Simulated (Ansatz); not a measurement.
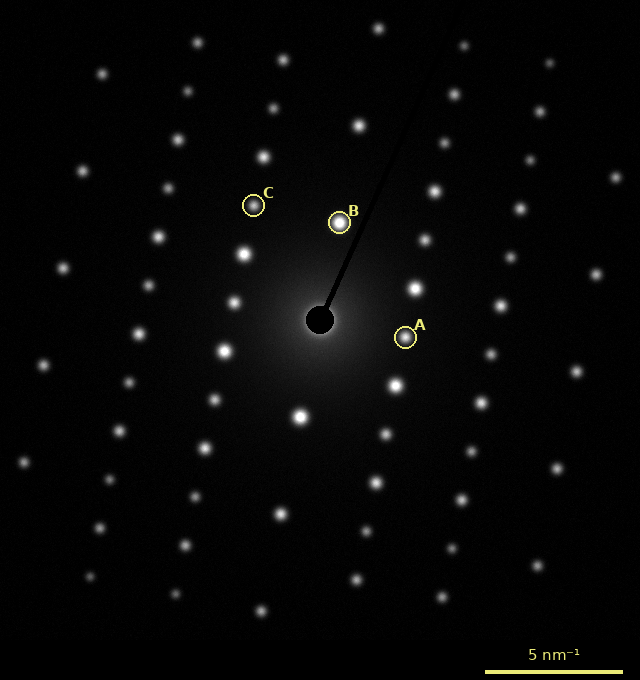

The pattern is a kinematic simulation for 200 kV electrons (no multiple scattering; isotropic B = 0.5 Å²). The zone axis points towards the electron source and the pattern is seen from the source side.

The sample is Tl, space group P6_3/mmc (No. 194), a = 3.610 Å, c = 5.511 Å (hexagonal axes). Structure: the geometry relaxed at fixed volume with DFT PBE, spin-orbit coupling, plane waves, PAW (Ansatz).

Spot A is indexed 0 -1 0 and spot B 0 0 -2.

Index the other marked spot.

C = −A + B = 0 1 -2 (d = 2.067 Å).

Give [uvw].

The cross product of A and B is parallel to [100]; every spot obeys hu + kv + lw = 0.
